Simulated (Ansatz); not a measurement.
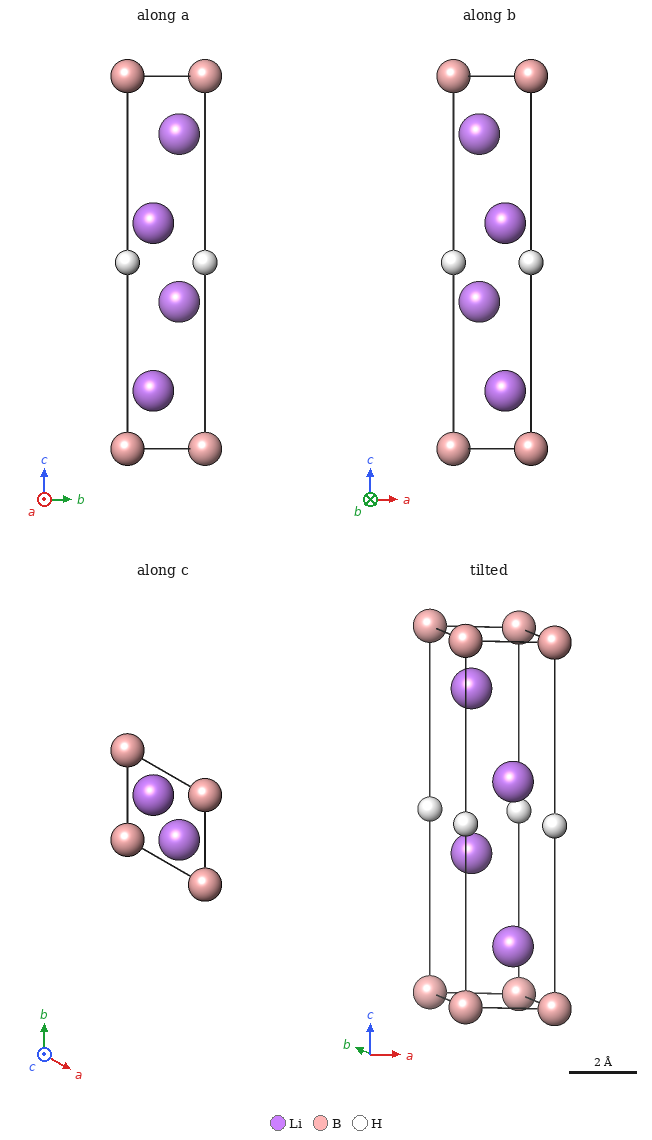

An orthographic spheres-only view of the structure, along the a axis, along the b axis, along the c axis and slightly off an axis. Atoms at the boundary of the conventional unit cell (the box) are drawn once for each face, edge or corner they touch.

Lattice parameters: a = 2.6824 Å, b = 2.6824 Å, c = 11.1627 Å, α = 90.000°, β = 90.000°, γ = 120.000°.

Give the structure in the form of a CIF in P1 with every atom of the cell, with free fractional coordinates to two decimals.

```cif
data_structure
_symmetry_space_group_name_H-M 'P 1'
_symmetry_Int_Tables_number 1
_cell_length_a 2.6824
_cell_length_b 2.6824
_cell_length_c 11.1627
_cell_angle_alpha 90.000
_cell_angle_beta 90.000
_cell_angle_gamma 120.000
_cell_volume 69.56
loop_
_atom_site_label
_atom_site_type_symbol
_atom_site_fract_x
_atom_site_fract_y
_atom_site_fract_z
_atom_site_occupancy
Li1 Li 0.3333 0.6667 0.84 1
Li2 Li 0.6667 0.3333 0.16 1
Li3 Li 0.3333 0.6667 0.39 1
Li4 Li 0.6667 0.3333 0.61 1
B1 B 0.00 0.00 0.00 1
H1 H 0.00 0.00 0.50 1
```

The starting point was a structure type filled with these elements by a generator (whether the compound takes this form wasn't checked). What is shown is the relaxed result from DFT PBE, scalar-relativistic, plane waves, PAW in Ansatz.
